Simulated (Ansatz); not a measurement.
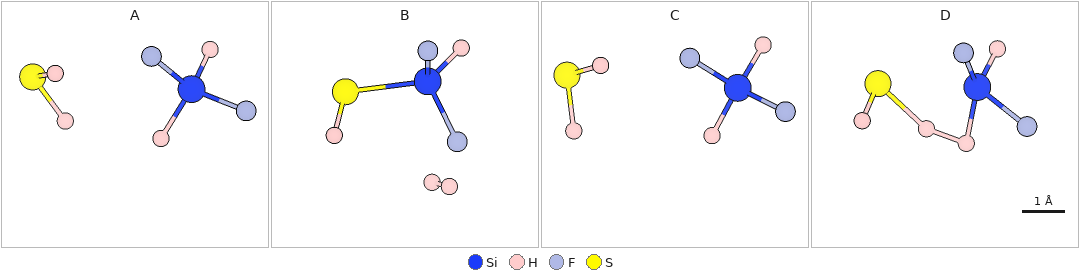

4 geometries from a converged minimum-energy path of SiH4SF2, made up at the start of SiH$_{2}$F$_{2}$ and H2S, shuffled. The picture is a ball-and-stick view, seen face on.

All numbers below come from RKS BLYP/cc-pVDZ in Ansatz. Run with 7 movable images; climbing image; force threshold 0.05 eV/Å; iteration limit 60; starting path through a guess of the saddle point.

Question: Which frame is the transition state?

Answer: D. In order along the path, whose images run from 0 to 8: C (image 1, +0.4 kcal/mol), A (image 2, +1.4 kcal/mol), D (image 4, +44.0 kcal/mol), B (image 6, −5.4 kcal/mol). Breaking: H–S (1.37 → 5.72 Å), H–Si (1.49 → 4.06 Å). Forming: H–H (3.65 → 0.77 Å), S–Si (3.84 → 2.15 Å).

Limits of the set-up: the start holds two separate molecules, 2.4 Å apart at their closest, whose relative position is a soft coordinate and is computed without a dispersion correction.

The run took 2.4 min on 2 threads of AMD EPYC 9R14 (Zen 4), with other jobs on the host, peak memory 0.14 GiB.
